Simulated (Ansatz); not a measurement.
H6SiSn···HCl

```xyz
10

Sn   -1.1427    0.1399   -0.9391
Cl    2.5395    1.7022   -0.9117
H    -0.2859   -0.3378   -2.3322
H    -2.7354   -0.4700   -1.0458
H    -1.2179    1.8408   -0.8720
H     2.3080    0.9325    0.0883
Si   -0.0435   -0.8074    1.1748
H    -0.7956   -0.3991    2.3898
H     0.0178   -2.2912    1.1185
H     1.3557   -0.3099    1.3296
```

The product side of a reaction path; geometry: PBE0-D4/def2-TZVP; core potentials replace the inner electrons of Sn.

The calculation used RKS PBE0-D4/def2-TZVPP in Ansatz.

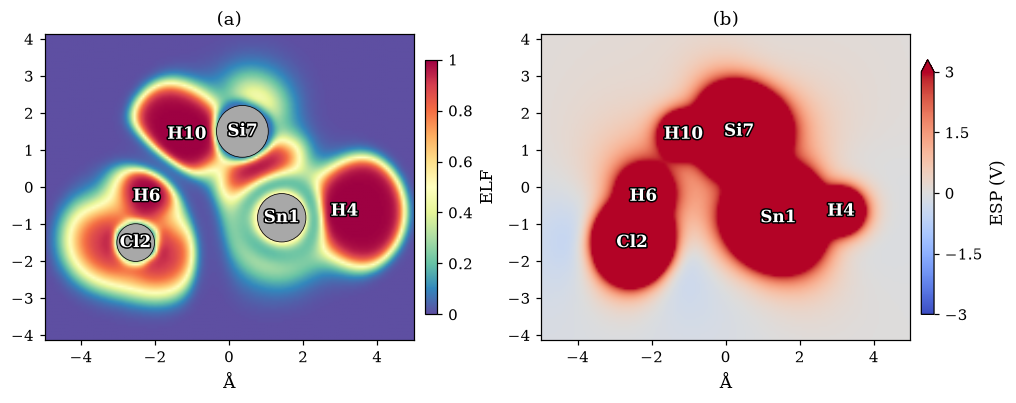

Figure 1. (a) electron localisation function; (b) molecular electrostatic potential on the plane of atoms H4, Sn1 and Si7. Grey discs cover the atomic cores in the ELF map.

Read the bonding off the picture.

Answer.
- Atoms in the plane: Sn, Cl, H and Si.
- H6···H10 (2.00 Å): the ELF dips to about 0.05 between them.
- Si–Sn (2.56 Å): the ELF peaks at about 0.95 between the atoms; a covalent bond.
- Cl–H (1.28 Å): the ELF climbs to about 1 towards the hydrogen, as it does in any bond to H: a covalent bond by its length.
- Si–H (1.49 Å): the ELF climbs to about 1 towards the hydrogen.
- Sn–H (1.71 Å): the ELF climbs to about 1 towards the hydrogen.
- The ELF also peaks beside Cl2, away from the bonds: lone-pair regions.
- Outside the dense part of the complex the potential is most negative (−0.5 V) near Cl2.

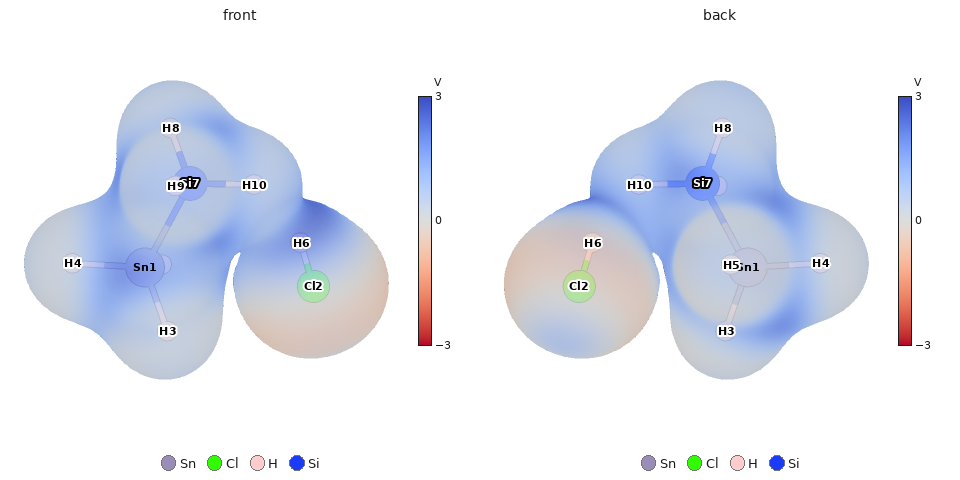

Figure 2. The electrostatic potential painted on the density surface at 0.004 e/bohr³, seen from the front and from behind; red is negative and blue positive.

Which sites attract a positive test charge, and which a negative one?

Answer. A positive charge is drawn to the negative regions and a negative charge to the positive ones. The most negative region (about −0.4 V, or −9 kcal/mol for a unit charge) lies over Cl2, the most positive (about +2.4 V, or +55 kcal/mol for a unit charge) over H6. Cl2 shows a σ-hole: about +0.9 V, or +21 kcal/mol for a unit charge at the tip opposite its bond, against about −0.3 V, or −7 kcal/mol for a unit charge on its flanks.

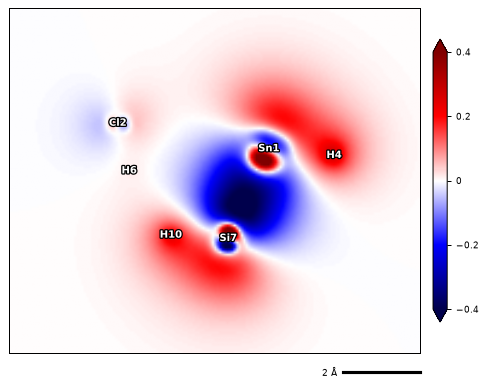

Figure 3. The HOMO on the plane of atoms Sn1, Si7 and H10 (values in Å⁻³ᐟ²; the overall sign is arbitrary).

Describe this orbital and give its energy.

Answer. It lies mainly on Si7 (about 40 %) and Sn1 (about 40 %). Its energy is −8.15 eV.
